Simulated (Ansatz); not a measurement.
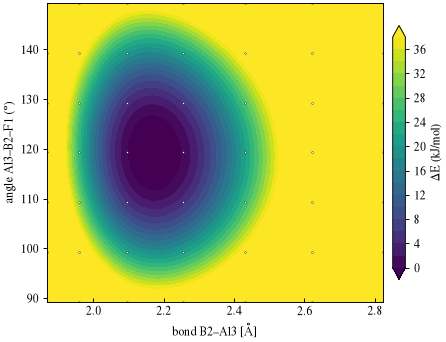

AlBClFH2, SMILES F[BH][AlH][Cl]. Two internal coordinates are moved rigidly from the geometry relaxed at PBE0-D4/def2-TZVP, all others fixed. Coordinates scanned: (1) bond B2–Al3; (2) angle Al3–B2–F1. The scan uses a 7 × 7 grid. Points are written as (first, second). All energies are given in kJ/mol relative to the lowest grid point. Level of theory: RHF-CCSD(T), frozen core/def2-TZVPP in Ansatz 0.2.0.

In the figure: filled contours, dots at the grid points, one colour for all values above the top of the scale. Between grid points the surface is interpolated.

Q: Estimate the position of the minimum and the force constants in these coordinates.

A: The interpolated minimum is at bond B2–Al3 ≈ 2.170 Å, angle Al3–B2–F1 ≈ 119.2°. The curvatures there are about 10 eV/Å² and 3.6 eV/rad², with a cross term of about 0.2 eV/(Å·rad). Round the minimum the two coordinates are nearly uncoupled. (1 eV is 96.5 kJ/mol.)
